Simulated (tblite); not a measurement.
## Run report: AlSiH4OF, energy and gradient calculation

AlSiH4OF, SMILES [F][AlH][O][SiH3], computed with GFN2-xTB, R-SCC (tblite 0.8.0).

The geometry comes from this level: GFN2-xTB.

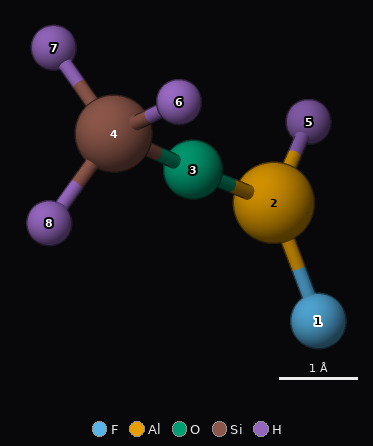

Figure 1. The structure (ball-and-stick view, seen at a tilt; atoms are numbered from 1 in the order of the input). Sticks mark near contacts.

**The input (job.py)**
```python
# GFN2-xTB energy and gradient
import json
import numpy as np
from tblite.interface import Calculator

symbols = ["F", "Al", "O", "Si", "H", "H", "H", "H"]
numbers = np.array([9, 13, 8, 14, 1, 1, 1, 1])
positions = np.array([  # bohr
    [-3.016986, -3.900829, 2.978454],
    [-1.410435, -1.237241, 2.860327],
    [-0.117824, -0.131638, 0.217659],
    [1.174956, 1.032565, -2.351537],
    [-1.121836, 0.245967, 5.253458],
    [-0.760671, 2.621882, -3.522204],
    [3.366755, 2.488713, -1.504940],
    [1.886022, -1.119436, -3.931235],
])

xtb = Calculator("GFN2-xTB", numbers, positions, charge=0, uhf=0)
xtb.set("temperature", 8000 * 3.166811563e-6)
wfn = xtb.singlepoint()

print(f"total energy: {wfn.get('energy') * 27.211386:.8f} eV")
eps = np.atleast_2d(wfn.get("orbital-energies")) * 27.211386
occ = np.atleast_2d(wfn.get("orbital-occupations"))
filled = occ.sum(axis=0) if eps.shape[0] == 1 else occ[0]
homo = np.nonzero(filled > 0.5)[0].max()
print(f"HOMO {eps[0, homo]:.4f} eV")
if homo + 1 < eps.shape[1]:
    print(f"LUMO {eps[0, homo + 1]:.4f} eV, gap {eps[0, homo + 1] - eps[0, homo]:.4f} eV")
mu = wfn.get("dipole") * 2.541746
print(f"dipole: {np.linalg.norm(mu):.4f} D, components " + " ".join(f"{c:.4f}" for c in mu))
q = wfn.get("charges")
g = wfn.get("gradient")
print("atom     charge      dE/dx        dE/dy        dE/dz   (Eh/bohr)")
for i, s in enumerate(symbols):
    print(f"{s:<2}{i + 1:<3} {q[i]:9.4f} {g[i, 0]:12.7f} {g[i, 1]:12.7f} {g[i, 2]:12.7f}")
print(f"gradient norm {np.linalg.norm(g):.6f} Eh/bohr")
out = {k: np.asarray(wfn.get(k)).tolist() for k in ("energy", "gradient", "charges", "dipole", "orbital-energies", "orbital-occupations")}
out.update(symbols=symbols, positions=(positions * 0.529177210903).tolist())
json.dump(out, open("results.json", "w"))
```

Hardware: 1 thread of AMD EPYC (Zen 5), 16 GiB of memory available, shared host.

Launch command:
```bash
python job.py
```

**What the program printed**
```
------------------------------------------------------------
  cycle        total energy    energy error   density error
------------------------------------------------------------
      1     -13.57199978346  -1.3649552E+01   5.8863422E-01
      2     -13.83917249985  -2.6717272E-01   3.7798060E-01
      3     -13.85399508404  -1.4822584E-02   9.9167900E-02
      4     -13.85938805846  -5.3929744E-03   5.0216721E-02
      5     -13.86072759690  -1.3395384E-03   1.9848698E-02
      6     -13.86081973773  -9.2140830E-05   5.3344009E-03
      7     -13.86083036745  -1.0629717E-05   3.1066526E-03
      8     -13.86083409094  -3.7234921E-06   2.1889350E-03
      9     -13.86084162892  -7.5379739E-06   7.5142653E-04
     10     -13.86084225151  -6.2259519E-07   3.3094773E-04
     11     -13.86084247839  -2.2687553E-07   1.5913779E-04
     12     -13.86084252679  -4.8404788E-08   3.7206831E-05
     13     -13.86084252691  -1.1339196E-10   1.5110067E-05
------------------------------------------------------------

 total:                                   0.002 sec
total energy: -377.17273628 eV
HOMO -11.6434 eV
LUMO -6.6864 eV, gap 4.9571 eV
dipole: 2.1983 D, components 1.1867 1.5949 -0.9386
atom     charge      dE/dx        dE/dy        dE/dz   (Eh/bohr)
F 1     -0.2560    0.0014471    0.0025340   -0.0000247
Al2      0.4626    0.0010530    0.0006984   -0.0021624
O 3     -0.4312   -0.0029991   -0.0025097    0.0057340
Si4      0.5187    0.0013677    0.0010286   -0.0024208
H 5     -0.0840   -0.0003812   -0.0014010   -0.0019562
H 6     -0.0719    0.0004564   -0.0005117    0.0004807
H 7     -0.0716   -0.0007188   -0.0004825   -0.0001908
H 8     -0.0666   -0.0002251    0.0006439    0.0005402
gradient norm 0.008940 Eh/bohr
```

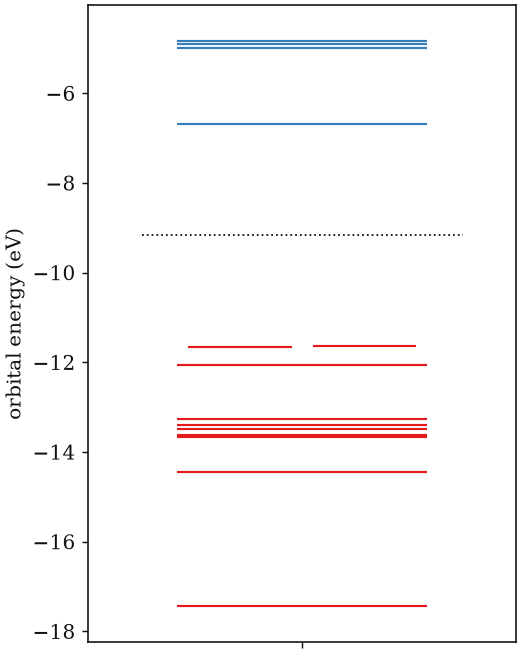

Figure 2. Orbital energies near the frontier; the dotted line parts filled from empty levels, and levels within 0.02 eV of each other stand side by side. Highest filled −11.64 eV, lowest empty −6.69 eV, 4.95 eV apart.

**Summary**

| quantity | value |
| --- | --- |
| outcome | converged |
| total energy | −13.860843 hartree |
| basis functions | 30 |
| largest force | 0.357 eV/Å |
| HOMO | −11.64 eV |
| LUMO | −6.69 eV |
| dipole moment | 2.20 D |
| peak memory | 0.11 GiB |

**Notes**

Settings chosen away from the usual ones: electronic_temperature. These settings are looser than, or depart from, a standard set-up, so the numbers are not reference values for this system.
